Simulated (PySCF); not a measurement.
## Electronic structure of C4H10OSi in real space

| atom | x (Å) | y (Å) | z (Å) |
| --- | --- | --- | --- |
| C | 0.9548 | 0.9896 | -0.6668 |
| C | 1.5927 | -0.0620 | 0.2507 |
| Si | 0.1877 | -1.0023 | 1.1100 |
| C | -1.2683 | -0.7700 | -0.0727 |
| C | -1.3936 | 0.7158 | -0.4446 |
| O | -0.2533 | 1.4852 | -0.1344 |
| H | 0.7816 | 0.5687 | -1.6772 |
| H | 1.6178 | 1.8595 | -0.7935 |
| H | 2.2303 | 0.4213 | 1.0082 |
| H | 2.2380 | -0.7495 | -0.3199 |
| H | -0.1040 | -0.4450 | 2.4656 |
| H | 0.5062 | -2.4568 | 1.2665 |
| H | -2.2116 | -1.1570 | 0.3421 |
| H | -1.0456 | -1.3883 | -0.9595 |
| H | -1.6360 | 0.8272 | -1.5210 |
| H | -2.2120 | 1.1815 | 0.1237 |

Geometry: PBE0-D3(BJ)/def2-SVP.

Method: CAM-B3LYP/def2-SVPD, SCF density, gas phase in PySCF 2.14.0.

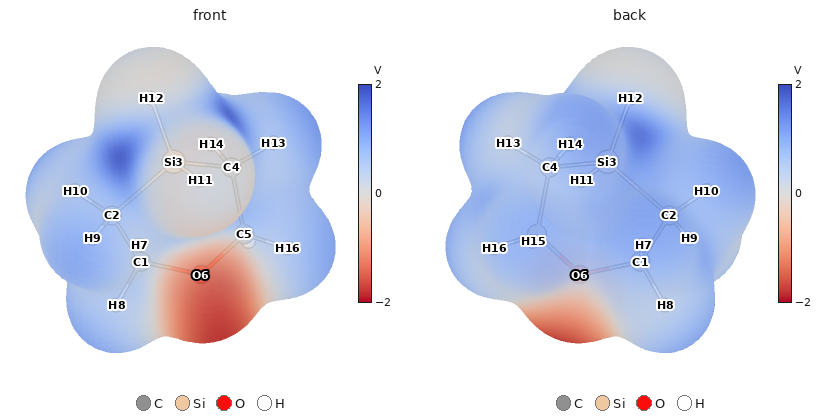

Figure 1. The electrostatic potential painted on the density surface at 0.004 e/bohr³, seen from the front and from behind; red is negative and blue positive.

Q: Where is the surface potential most negative and most positive?

A: The most negative region (about −1.8 V) lies over O6, the most positive (about +1.7 V) over Si3. O6 is the likeliest acceptor of a hydrogen bond.

Q: How polar is the molecule by this calculation?

A: Its dipole moment is 1.41 D.

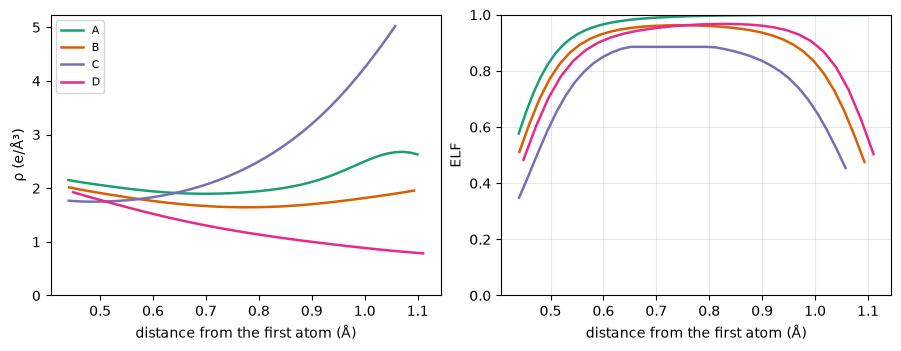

Figure 2. Electron density and ELF along straight lines between neighbouring atoms. The curves leave out the atomic cores.

Q: Which curve belongs to which contact (C–C, C–H, C–O and C–Si)? The first atom named is at distance zero.

A: Curve A: C–H (1.10 Å): ρ at the midpoint is about 2 e/Å³; the ELF climbs to about 1 towards the hydrogen, as it does in any bond to H (a covalent bond by its length). Curve B: C–C (1.53 Å): ρ at the midpoint is about 1.6 e/Å³; the ELF peaks at about 0.95 between the atoms, as expected for localised, covalent bonding. Curve C: C–O (1.41 Å): the density is about 2.1 e/Å³ at the midpoint, with its minimum of 1.7 e/Å³ about 0.5 Å from C; the ELF peaks at about 0.90 between the atoms; a polar covalent bond. Curve D: C–Si (1.89 Å): ρ at the midpoint is about 0.95 e/Å³; the ELF peaks at about 0.95 between the atoms: a covalent bond.
